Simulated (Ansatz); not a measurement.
# SnH3O (SMILES [OH][SnH2]): U-r2SCAN/def2-TZVP (core potential)

Aim: the vertical ionisation energy of SnH3O at U-r2SCAN/def2-TZVP (core potential), from 2 runs. 

Program for the calculation: Ansatz 0.2.0.

28 further runs of the same task are left out: 28 set aside as unsound or not needed. Runs told in other sessions of the task aren't counted.

## (1) Starting point

SnH3O has 5 atoms, charge 0, and is taken as a doublet. SMILES: `[OH][SnH2]`. The shape is that of a PBE0-D4/def2-TZVP optimisation. This is one conformer, not always the lowest.

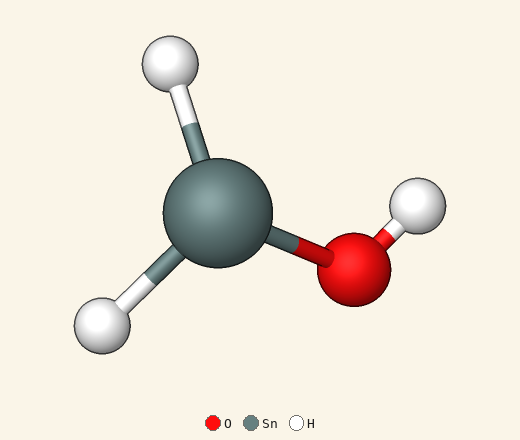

Viewed from a chosen angle; oxygen red, tin teal, hydrogen white.

## (2) A single-point energy at U-r2SCAN/def2-TZVP (core potential)

run.yaml

```yaml
crystal:
  periodic: [false, false, false]
  atoms:
    - {symbol: O, position_ang: [0.707400, -0.732900, 0.861900]}
    - {symbol: Sn, position_ang: [0.104500, 0.308800, -0.705500]}
    - {symbol: H, position_ang: [0.368600, -1.631300, 0.873200]}
    - {symbol: H, position_ang: [-1.606800, 0.061300, -0.845900]}
    - {symbol: H, position_ang: [0.476300, 1.920400, -0.224900]}
basis:
  gaussian:
    orbitals: def2-TZVP
hamiltonian:
  xc: {name: r2SCAN}
accuracy: high
output:
  orbitals: {seedname: orbitals}
magnetization:
  spin_polarized: true
  initial_magnetization: 1
```

Launch:

```console
$ ansatz run run.yaml --threads 1 --pin off --max-ram 2610MiB --events-out events.jsonl --progress --plain --runs-dir runs
```

What it wrote:

```text
Warning: RAYON_NUM_THREADS=1 ignored (pool sized by the plan → 1); use --threads N
Functional definition: r2SCAN
  name "r2SCAN"
  parameter k0 = 0.174
  parameter k1 = 0.065
  parameter a1 = 4.9479
  exchange = r2scan_x(k0 = k0, k1 = k1, a1 = a1)
  correlation = r2scan_c
1887 factors; integrals over basis functions are off by at most 3.8e-9 eV
mean field evaluation 1: about -7921.8095 eV, gradient 4.5e1 eV
mean field evaluation 2: about -7834.3526 eV, gradient 1.3e2 eV
mean field evaluation 4: about -7928.4940 eV, gradient 6.2e0 eV
mean field evaluation 8: about -7928.6386 eV, gradient 1.8e-1 eV
mean field evaluation 16: about -7928.6388 eV, gradient 1.9e-4 eV
mean field -7928.63876890 eV, -291.3721005326 hartree, gradient 6.6e-8 eV, S^2 0.753633; 0 other end points of the search recorded, 0 dependent functions left out
reference -7928.63877426 eV, -291.3721007296 hartree; 17, 16 occupied and 82, 83 virtual orbitals, 1887 factors
Total energy: -7928.63877426 eV, -291.3721007296 hartree
```

Wall time 6.3 s (1 thread of AMD EPYC 9R45 (Zen 5), shared host); peak memory 0.4 GiB.

## (3) The singlet cation

in.yaml

```yaml
crystal:
  periodic: [false, false, false]
  atoms:
    - {symbol: O, position_ang: [0.707400, -0.732900, 0.861900]}
    - {symbol: Sn, position_ang: [0.104500, 0.308800, -0.705500]}
    - {symbol: H, position_ang: [0.368600, -1.631300, 0.873200]}
    - {symbol: H, position_ang: [-1.606800, 0.061300, -0.845900]}
    - {symbol: H, position_ang: [0.476300, 1.920400, -0.224900]}
basis:
  gaussian:
    orbitals: def2-TZVP
total_charge: 1
hamiltonian:
  xc: r2scan
accuracy: high
output: {orbitals: {seedname: orbitals}}
```

Launch:

```console
$ ansatz run in.yaml --threads 1 --pin off --max-ram 2610MiB --events-out events.jsonl --progress --plain --runs-dir runs
```

What it wrote, cut to the lines that bear on the results:

```text
Warning: RAYON_NUM_THREADS=1 ignored (pool sized by the plan → 1); use --threads N
[... 7 set-up lines as earlier in the session ...]
1887 factors; integrals over basis functions are off by at most 3.8e-9 eV
mean field evaluation 1: about -7899.2464 eV, gradient 1.1e2 eV
mean field evaluation 2: about -7694.6838 eV, gradient 2.2e2 eV
mean field evaluation 4: about -7919.3588 eV, gradient 2.1e1 eV
mean field evaluation 8: about -7920.2150 eV, gradient 2.4e-1 eV
mean field evaluation 16: about -7920.2095 eV, gradient 9.1e-5 eV
mean field -7920.20947545 eV, -291.0623297122 hartree, gradient 5.3e-8 eV, S^2 0.000000; 0 other end points of the search recorded, 0 dependent functions left out
reference -7920.20947645 eV, -291.0623297488 hartree; 16, 16 occupied and 83, 83 virtual orbitals, 1887 factors
Total energy: -7920.20947645 eV, -291.0623297488 hartree
```

It took 3.9 s on 1 thread of AMD EPYC 9R45 (Zen 5), shared host; peak memory 0.28 GiB.

## (4) What came out

At U-r2SCAN/def2-TZVP (core potential):

| quantity | value |
| --- | --- |
| doublet SnH3O: total energy | -291.37210 Eh |
| doublet SnH3O: HOMO energy (highest over α and β) | -5.41 eV |
| doublet SnH3O: LUMO energy (lowest over α and β) | -3.68 eV |
| doublet SnH3O: ⟨S²⟩ | 0.754 |
| singlet cation: total energy | -291.06233 Eh |
| singlet cation: HOMO energy | -13.98 eV |
| singlet cation: LUMO energy | -11.27 eV |
| singlet cation: HOMO–LUMO gap | 2.71 eV |
| vertical ionisation energy (to the singlet cation) | 8.429 eV |

Removing an electron at fixed nuclei costs 8.43 eV (813 kJ/mol). Only the singlet of the ionised species was computed; a triplet could lie lower.
